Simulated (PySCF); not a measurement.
**RuSF₂: triplet, from a PBE0 minimum start**

Aim: relax RuSF₂ as a triplet from a PBE0 minimum start, check by its vibrations whether the end is a minimum, and collect its spectrum and constants.

Computed with PySCF 2.14.0. Level: B3LYP, basis Ru def2-SVP with ECP28, S def2-SVP, F def2-SVP, scalar-relativistic core potentials, no spin–orbit coupling, density fitting.

## Step 1: Where the work starts

4 atoms, charge 0, spin multiplicity 3.

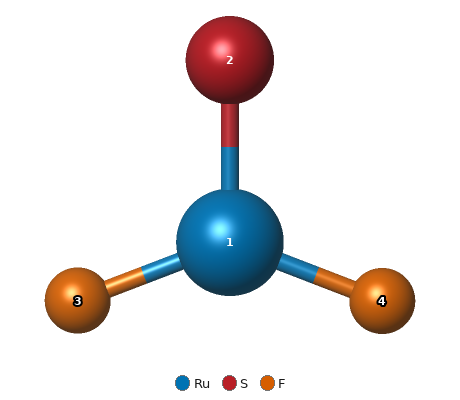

Start geometry, drawn with ruthenium blue, sulfur red, fluorine orange; atoms are numbered from 1 in the order of the file.

```xyz
4
charge 0 multiplicity 3
Ru   -0.2344    0.0000    0.0000
S     1.8031    0.0000    0.0000
F    -0.8887    1.6988    0.0000
F    -0.8887   -1.6988    0.0000
```

## Step 2: First SCF at the start

One driver script runs all steps and calls PySCF; scf.py shows how it sets up the SCF of each step. The optimiser is the driver's own. After this first run the driver tries any further starts and a stability analysis.

Contents of scf.py:

```python
from pyscf import gto, scf, dft
mol = gto.M(atom='''
Ru    -0.234370    -0.000000    -0.000000
S      1.803120     0.000000     0.000000
F     -0.888660     1.698760     0.000000
F     -0.888660    -1.698760     0.000000''',
    basis={'Ru': 'def2-SVP', 'S': 'def2-SVP', 'F': 'def2-SVP'},
    ecp={'Ru': 'def2-SVP'},
    charge=0, spin=2)
mf = dft.UKS(mol, xc='B3LYP')
mf.grids.atom_grid = (50, 194)
aux = {'Ru': 'def2-universal-JKFIT', 'S': 'def2-universal-JKFIT', 'F': 'def2-universal-JKFIT'}
mf = mf.density_fit(auxbasis=aux)
mf.conv_tol = 1e-08
mf.diis_space = 10
mf.max_cycle = 60
mf.init_guess = 'minao'
mf.verbose = 4
mf.kernel()
```

On the command line:

```bash
$ OMP_NUM_THREADS=2 python axn.py task.json out
```

The log of the run:

```text
init E= -683.351012949369
[... the frontier-level lines of each cycle are left out ...]
cycle= 1 E= -691.799235645839  delta_E= -8.45  |g|= 1.19  |ddm|= 2.26
cycle= 2 E= -686.125234769441  delta_E= 5.67  |g|= 3.18  |ddm|= 6.05
cycle= 3 E= -692.440911898518  delta_E= -6.32  |g|= 0.449  |ddm|= 5.69
cycle= 4 E= -692.414746670219  delta_E= 0.0262  |g|= 0.521  |ddm|= 0.54
cycle= 5 E= -692.533336012406  delta_E= -0.119  |g|= 0.0566  |ddm|= 0.357
cycle= 6 E= -692.532219250878  delta_E= 0.00112  |g|= 0.0715  |ddm|= 0.0963
cycle= 7 E= -692.534952050892  delta_E= -0.00273  |g|= 0.0119  |ddm|= 0.0559
cycle= 8 E= -692.535045779688  delta_E= -9.37e-05  |g|= 0.00232  |ddm|= 0.0158
cycle= 9 E= -692.535053643769  delta_E= -7.86e-06  |g|= 0.00087  |ddm|= 0.00555
cycle= 10 E= -692.535056191296  delta_E= -2.55e-06  |g|= 0.000361  |ddm|= 0.00454
cycle= 11 E= -692.535056580967  delta_E= -3.9e-07  |g|= 0.000151  |ddm|= 0.00175
cycle= 12 E= -692.53505668118  delta_E= -1e-07  |g|= 7.07e-05  |ddm|= 0.000953
cycle= 13 E= -692.535056705913  delta_E= -2.47e-08  |g|= 3.3e-05  |ddm|= 0.000611
cycle= 14 E= -692.535056707631  delta_E= -1.72e-09  |g|= 3.48e-06  |ddm|= 0.000142
Extra cycle  E= -692.535056707659  delta_E= -2.83e-11  |g|= 3.81e-06  |ddm|= 1.22e-05
converged SCF energy = -692.535056707659  <S^2> = 2.0070077  2S+1 = 3.0046681
```

This step, with its further starts and checks, needed 11 s of wall time on 2 threads of Arm Neoverse V2, shared host.

Energies from each starting density:

```
                      start  energy (Eh)
    the minimal-basis guess  -692.535057
a thermally smeared density  -692.549417
      a smeared PBE density  -692.549417
```

This is not the lowest solution: one lies 37.7 kJ/mol lower, at -692.54942 Eh, and the relaxation starts from that.

## Step 3: Relaxing the triplet from the PBE0 minimum start

The program finds C2v symmetry in the start, which this walk keeps. Threshold on the gradient: 0.0003 Eh/bohr, with a further test on the energy change.

Changes to scf.py since step 2:

```diff
@@ -3 +3 @@
-Ru    -0.234370    -0.000000    -0.000000
+Ru    -0.234370     0.000000     0.000000
@@ -17 +16,0 @@
-mf.init_guess = 'minao'
```

Steps of the walk:

```csv
step,energy (Eh),change (kJ/mol),largest symmetric gradient (Eh/bohr)
0,-692.549417,0.00,0.01075
1,-692.549742,-0.85,0.00077
2,-692.549746,-0.86,0.00025
3,-692.549747,-0.87,0.00018
```

The walk took 7 s.

End point (C2v, 3 steps, 0.9 kJ/mol gained): Ru–F 1.831 Å (×2), Ru–S 2.055 Å; F–Ru–F 137.6°, F–Ru–S 111.2° (×2).

## Step 4: Vibrations and properties at this point

On the finer grid the gradient is checked again; gradients at displacements of ±0.02 bohr then give force constants and infrared intensities.

Changes to scf.py since step 3:

```diff
@@ -3,4 +3,4 @@
-Ru    -0.234370     0.000000     0.000000
-S      1.803120     0.000000     0.000000
-F     -0.888660     1.698760     0.000000
-F     -0.888660    -1.698760     0.000000''',
+Ru    -0.236008     0.000000     0.000000
+S      1.819225     0.000000     0.000000
+F     -0.898297     1.707649     0.000000
+F     -0.898297    -1.707649     0.000000''',
@@ -11 +11 @@
-mf.grids.atom_grid = (50, 194)
+mf.grids.atom_grid = (75, 302)
@@ -14 +14 @@
-mf.conv_tol = 1e-08
+mf.conv_tol = 1e-10
```

This SCF starts from the last density.

Log of the central SCF (cycles and frontier levels):

```text
init E= -692.549899843578
[... the frontier-level lines of each cycle are left out ...]
cycle= 1 E= -692.549899842248  delta_E= 1.33e-09  |g|= 5.22e-05  |ddm|= 5.96e-05
cycle= 2 E= -692.549899817212  delta_E= 2.5e-08  |g|= 0.000221  |ddm|= 0.000246
cycle= 3 E= -692.549899843315  delta_E= -2.61e-08  |g|= 3.08e-05  |ddm|= 0.000206
cycle= 4 E= -692.549899843685  delta_E= -3.7e-10  |g|= 2.83e-07  |ddm|= 1.98e-05
cycle= 5 E= -692.549899843685  delta_E=    0  |g|= 1.92e-07  |ddm|= 1.46e-06
Extra cycle  E= -692.549899843683  delta_E= 1.59e-12  |g|= 1.89e-07  |ddm|= 9.6e-07
converged SCF energy = -692.549899843683  <S^2> = 2.0245389  2S+1 = 3.0163149
```

The whole step took 44 s.

Geometry: C2v; Ru–F 1.832 Å (×2), Ru–S 2.055 Å; F–Ru–F 137.6°, F–Ru–S 111.2° (×2).

Harmonic modes (main isotopes):

| symmetry | ω (cm⁻¹) | IR (km/mol) | μ (u) | type |
| --- | --- | --- | --- | --- |
| b1 | 157 | 4.6 | 28.23 | bend |
| a1 | 178 | 3.4 | 21.75 | bend |
| b2 | 178 | 0.0 | 26.05 | bend |
| a1 | 554 | 10.9 | 36.20 | stretch |
| a1 | 648 | 76.7 | 20.20 | stretch |
| b2 | 705 | 124 | 23.83 | stretch |

Every mode is real; the point is a minimum.

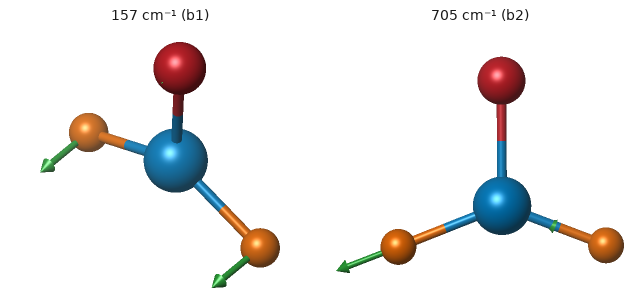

How the atoms move in 2 of the modes.

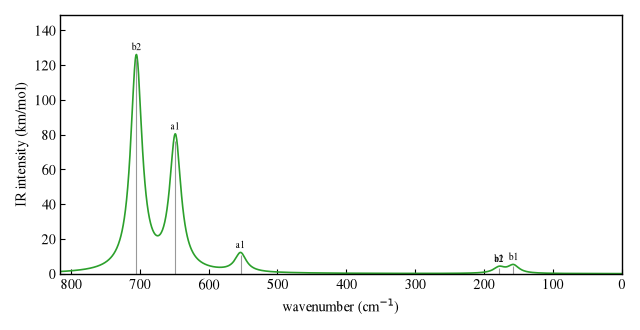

The harmonic infrared spectrum (widths in cm⁻¹). Lines are broadened to a width of 20 cm⁻¹ (Lorentzian).

Properties at this point:

```yaml
Dipole_moment: 0.69 D
Highest_occupied_level: -7.31 eV
Lowest_empty_level: -4.70 eV
Rotational_constants: 0.1521, 0.1186, 0.06664 cm⁻¹
Zero-point_energy: 14.5 kJ/mol
Principal_polarisabilities: 33.8, 40.1, 65.3 bohr³
Atomisation_energy_without_zero-point_energy: 1205 kJ/mol
Principal_traceless_quadrupole_moments_about_the_centre_of_mass: -6.05, 1.16, 4.89 D Å
Entropy_at_298.15_K_and_1_bar_electronic_part_spin_only: 323.6 J/(mol K)
Heat_capacity_Cp_at_298.15_K: 68.9 J/(mol K)
Enthalpy_at_298.15_K_above_0_K: 15.84 kJ/mol
Rotational_symmetry_number: 2
Spin_squared_⟨S²⟩: 2.025
```

Populations by atom (charges in e):

| atom | Mulliken | Löwdin | polar tensor | spin (Mulliken) | Mayer order to Ru1 |
| --- | --- | --- | --- | --- | --- |
| Ru1 | 0.62 | -0.16 | 1.21 | 1.53 | – |
| S2 | 0.04 | 0.40 | -0.20 | 0.29 | 2.28 |
| F3,4 | -0.33 | -0.12 | -0.51 | 0.09 | 0.98 |

Outer orbital energies (eV). α occupied: -12.37, -11.95, -10.87, -10.70, -9.19, -8.48, -7.83, -7.38; empty: -4.70, -3.78, -0.32, 0.34. β occupied: -12.24, -12.14, -11.88, -11.61, -10.60, -9.17, -9.10, -7.31; empty: -4.30, -4.18, -4.08, -3.24.

Mulliken populations on Ru1 (outside its core potential): s 2.54, p 6.42, d 6.40, f 0.02.

## Step 5: What came out

| quantity | value |
| --- | --- |
| minimum | triplet, C2v |
| geometry | Ru–F 1.832 Å (×2), Ru–S 2.055 Å; F–Ru–F 137.6°, F–Ru–S 111.2° (×2) |
| wavenumbers (cm⁻¹) | 157 (b1), 178 (a1), 178 (b2), 554 (a1), 648 (a1), 705 (b2) |
| dipole moment | 0.69 D |
| highest occupied, lowest empty level (either spin) | -7.31, -4.70 eV |
| polar-tensor charge of Ru1 | +1.21 e |
| zero-point energy | 14.5 kJ/mol |
| entropy at 298.15 K | 323.6 J/(mol K) |
| atomisation energy (no zero-point energy) | 1205 kJ/mol |
| ⟨S²⟩ | 2.025 |

In words: The molecule stays C2v, as typed, and the end point is a minimum. In the infrared the band at 705 cm⁻¹ (b2, stretch) leads. Most of the spin sits on Ru1 (Mulliken spin 1.53, against 2 for the whole molecule). The first SCF alone would have been 38 kJ/mol too high. Only this shape and spin were tried, so other structures or states may lie lower. Open d and f shells are described by one determinant, and the ground state may have another occupation or spin.

The search up to here took 63 s.
